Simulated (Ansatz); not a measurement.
**Hf, response to strain**

The parent structure is Hf in the hcp (Mg type) structure (space group P6_3/mmc, No. 194; a = 3.159 Å, c = 5.000 Å). Axes: x lies along a and z along c of the hexagonal cell.

Strains are applied to the cell and any free atomic positions relax; under biaxial strain the out-of-plane vector relaxes too.

Calculations: PBEsol (Ansatz, a quantum-chemistry and plane-wave program, PAW, no SOC).

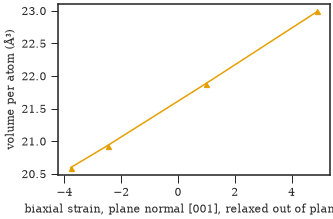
*Volume per atom against biaxial strain, plane normal [001], relaxed out of plane*

From the plot, what is the volume per atom for biaxial strain −3.78 %, plane normal [001], relaxed out of plane?

About 20.6 Å³.

Is the trend monotonic over the range shown?

Yes, it rises throughout, spanning 20.60 Å³ to 22.99 Å³.

Without a gap, meshes like the base's 17×17×9 leave anisotropic stresses uncertain by several tenths of a GPa, and small strain energies with them. No phonon test of stability was made. All final runs are without spin polarisation.
